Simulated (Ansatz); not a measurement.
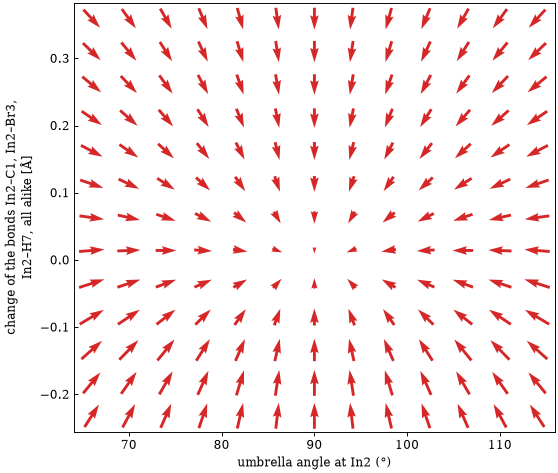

CH₄BrIn, SMILES [CH3][InH][Br]. The first coordinate is: umbrella angle at In2 (between each of its bonds and their common axis; 90 is planar); the second: change of the bonds In2–C1, In2–Br3, In2–H7, all alike. Nothing is relaxed (all other coordinates rigid). Grid: 13 × 13 points. Points are written as (first, second). Computed with Ansatz, RKS PBE0-D4/def2-TZVP.

The picture shows arrows along the force (downhill), their lengths compressed.

The arrows alone are given. Where is the energy lowest?

The arrows converge at about (90°, 0.000 Å) (read from the interpolated surface).

The energy map of the same scan:

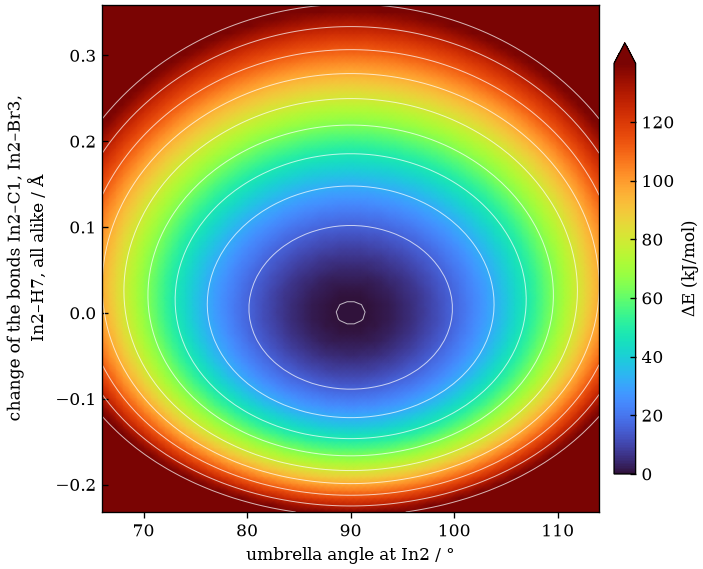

Energies are in kJ/mol, from the lowest grid point; between grid points the surface is interpolated.
